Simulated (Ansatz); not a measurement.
```xyz
10

Si   -1.3719    0.1220    1.0517
Si    1.9804    0.6036   -0.7451
H     0.8837    1.3212   -1.4407
O    -2.9259    0.1899    1.5764
O    -1.4500   -1.2576    0.1308
H     2.2926    1.2606    0.5455
H     3.1879    0.5792   -1.6100
H     1.5561   -0.8015   -0.4935
H    -3.5244   -0.5064    1.2837
H    -0.6283   -1.5110   -0.2987
```

The product side of a reaction path; geometry: PBE0-D4/def2-TZVP.

The calculation used RKS PBE0-D4/def2-TZVPP (Ansatz 0.2.0).

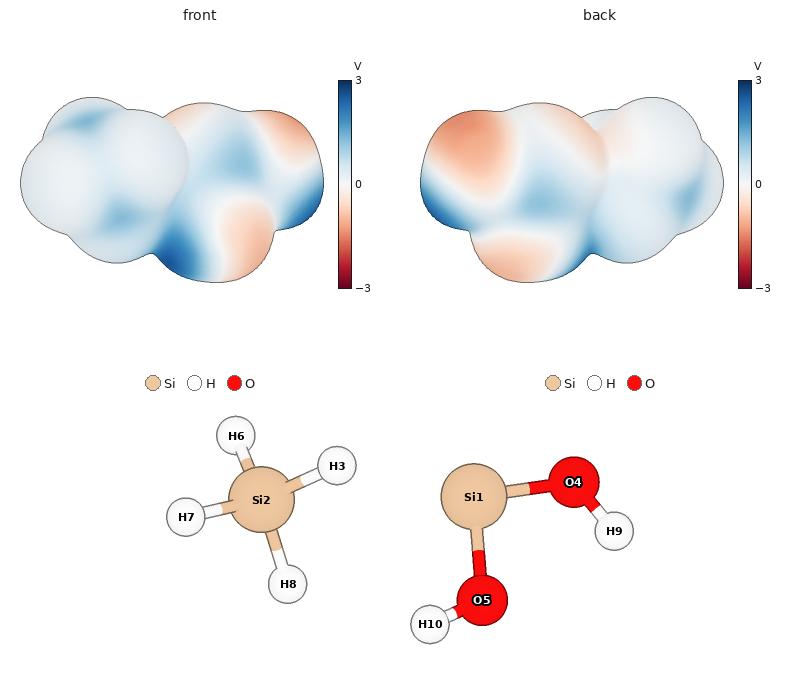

H$_{2}$O$_{2}$Si···SiH$_{4}$. The electrostatic potential painted on the density surface at 0.002 e/bohr³, seen from the front and from behind; the colour scale runs from red (negative) to blue (positive). The bare structure is drawn below in the same view.

Describe the electrostatic potential map.

The most negative region (about −1.3 V) lies over O4, the most positive (about +2.4 V) over H9 and H10. O4 is the likeliest acceptor of a hydrogen bond.
